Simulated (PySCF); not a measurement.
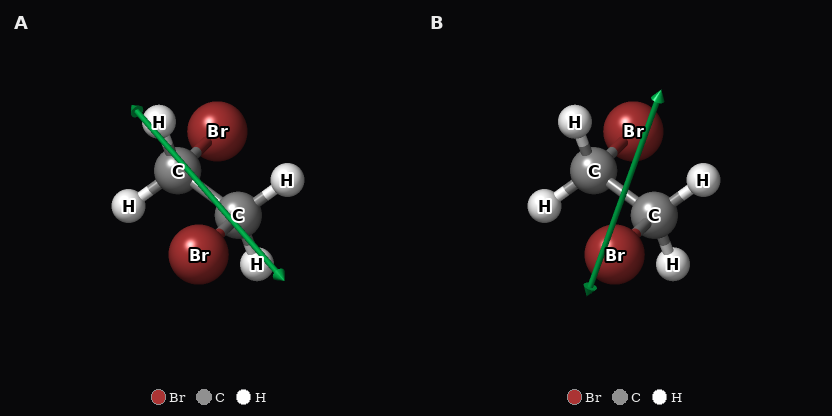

The double arrows show the directions of two transition dipoles from the ground state (lengths mean nothing). Computed geometry: PBE0-D3(BJ)/def2-SVP optimisation. No frequency run is at hand to confirm it as a minimum. Method: TDDFT ωB97X-D/def2-SVPD, vertical, gas phase, core orbitals frozen in the response (PySCF 2.14.0).

**One belongs to singlet state 5 and one to singlet state 8. Which is which?**

A: state 8, 7.87 eV (157 nm), oscillator strength 0.23, mainly HOMO−3 → LUMO+1 (weight 0.58).
B: state 5, 7.60 eV (163 nm), oscillator strength 0.063, mainly HOMO → LUMO+1 (weight 0.61).
